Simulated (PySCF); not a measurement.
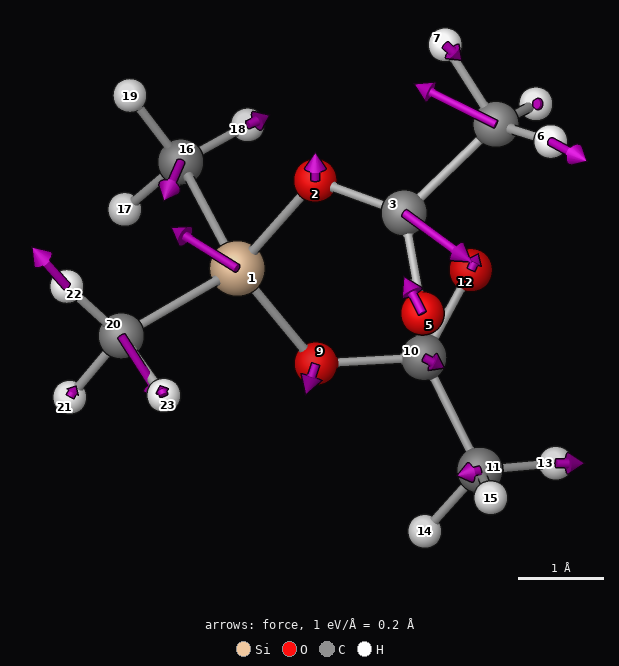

Starting geometry of C$_{6}$H$_{12}$O$_{4}$Si with the computed forces as purple arrows. The picture is a ball-and-stick view, seen at a tilt.

The start comes from GFN2-xTB. Its atoms were then displaced at random by about 0.03 Å.

The calculation used PBE0-D3(BJ)/def2-SVP geometry optimisation, gas phase (PySCF). 

### What follows when this structure is relaxed?

It isn't relaxed: the largest force vector, on a C atom, is 5.66 eV/Å. The final displacements have little in common with the starting forces (cosine between the two patterns 0.12). Over 16 geometry steps the energy falls by 1.308 eV. The largest move after the best rigid fit is that of an H atom, 0.49 Å. Largest moves by element: H 0.49 Å, C 0.40 Å, O 0.28 Å, Si 0.09 Å. Some distances before and after: C–Si 2.024 → 1.850 Å, O–Si 1.610 → 1.704 Å, C–H 1.015 → 1.100 Å, O–Si 1.634 → 1.703 Å. Among the angles between lasting bonds that change: Si–C–H 119.4° → 110.9°, H–C–H 101.0° → 108.6°, C–C–H 103.3° → 110.3°.
